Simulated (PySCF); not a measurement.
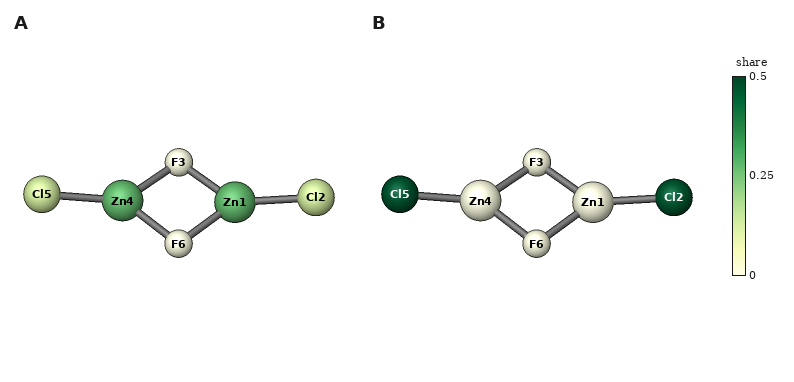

Each panel colours the atoms by their Löwdin share in one orbital (up to four of the largest shares; other atoms are shown as zero). The geometry was computed by an optimisation with PBE0-D3(BJ)/def2-SVP. No frequency run is at hand to confirm it as a minimum. Method: B3LYP/def2-SVPD (PySCF 2.14.0).

**The panels show the HOMO, LUMO, in some order. Which is which?**

A: LUMO, −2.67 eV; Zn4 0.27, Zn1 0.27, Cl5 0.13, Cl2 0.13
B: HOMO, −8.86 eV; Cl5 0.47, Cl2 0.46
